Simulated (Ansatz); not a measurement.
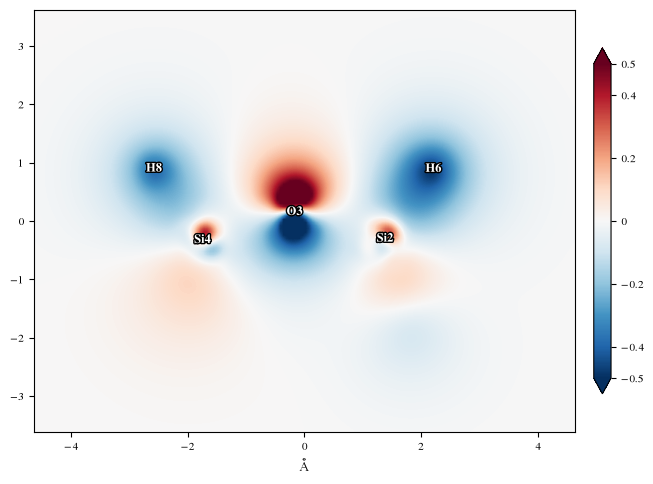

The picture shows: H5O2Si2 (SMILES O[SiH2]O[SiH2]) (doublet). The HOMO (β) on the plane of atoms O3, Si4 and H8 (values in Å⁻³ᐟ²; the overall sign is arbitrary).

Geometry: PBE0-D4/def2-TZVP.

The calculation used UKS PBE0-D4/def2-TZVPP (Ansatz 0.2.0).

```xyz
9

O    -1.8313    0.5905    0.4623
Si   -0.3203    1.1453    0.1582
O     0.7457   -0.0657   -0.0988
Si    1.0741   -1.4363   -0.9357
H    -2.0031    0.1750    1.3082
H     0.2074    1.9146    1.3103
H    -0.4472    1.9660   -1.0644
H     2.4945   -1.8010   -0.6723
H     0.1687   -2.5345   -0.4849
```

Q: Where does this orbital lie, and at what energy?

A: By Hirshfeld shares it lies mainly on O3 (about 20 %), Si2 (about 15 %), H6 (about 15 %), Si4 (about 15 %), H9 (about 10 %) and H7 (about 10 %). Its energy is −8.92 eV.
